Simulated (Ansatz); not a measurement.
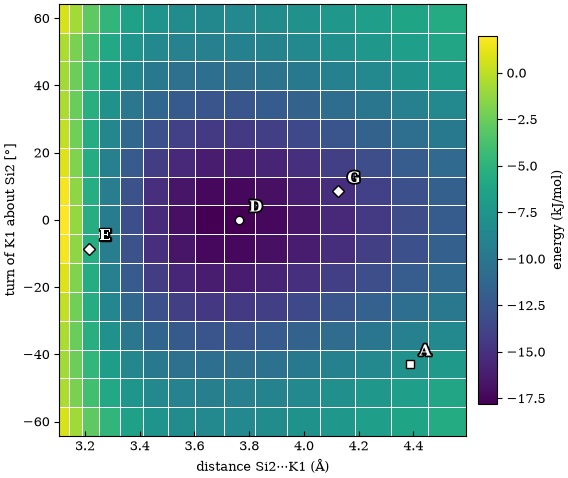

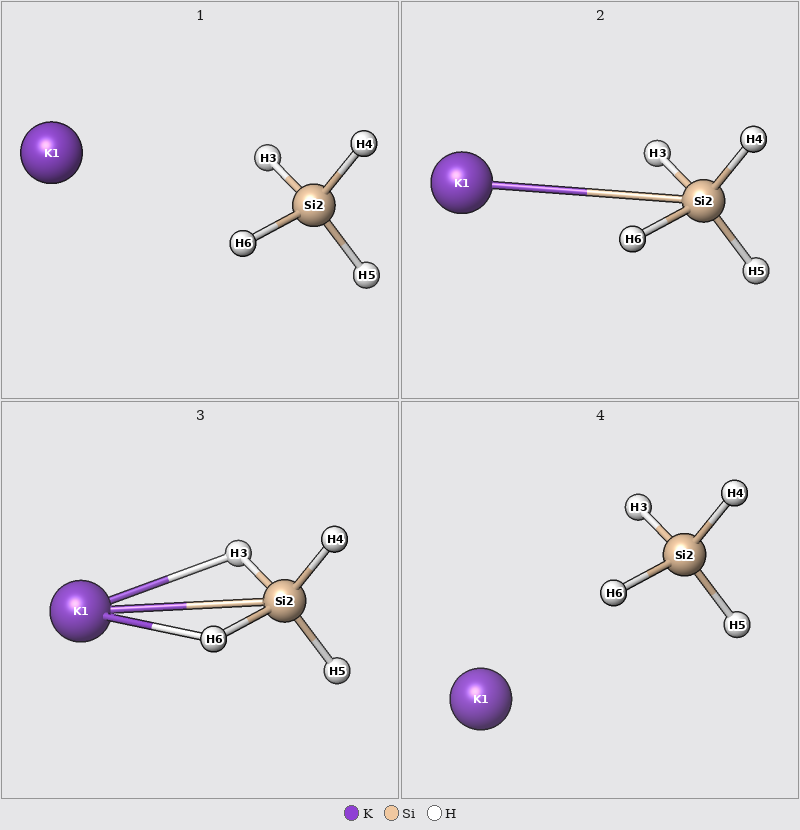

H4KSi, charge +1. 
- The turn is about an axis along (−0.05, −1.00, 0.04) in the frame of the relaxed pair, normal to the line between the partners.
- The first coordinate is: distance Si2···K1; the second: turn of K1 about Si2.
- Grid: 15 × 15 points.
- Energies are in kJ/mol, from the ion and the molecule far apart, frozen as in the relaxed pair, each in its own basis (no counterpoise correction).
- These are results of RHF/def2-TZVPD (Ansatz), not measurements.

The picture shows one coloured cell a grid point, lettered points. The numbered pictures are the structures at these points, in random order.

**Which structure belongs to which point?**

A is structure 4: distance Si2···K1 = 4.386 Å, turn of K1 about Si2 = −42.9°, −7.8 kJ/mol; D is structure 2: distance Si2···K1 = 3.764 Å, turn of K1 about Si2 = 0.0°, −17.8 kJ/mol; E is structure 3: distance Si2···K1 = 3.216 Å, turn of K1 about Si2 = −8.6°, −5.6 kJ/mol; G is structure 1: distance Si2···K1 = 4.123 Å, turn of K1 about Si2 = 8.6°, −15.2 kJ/mol.
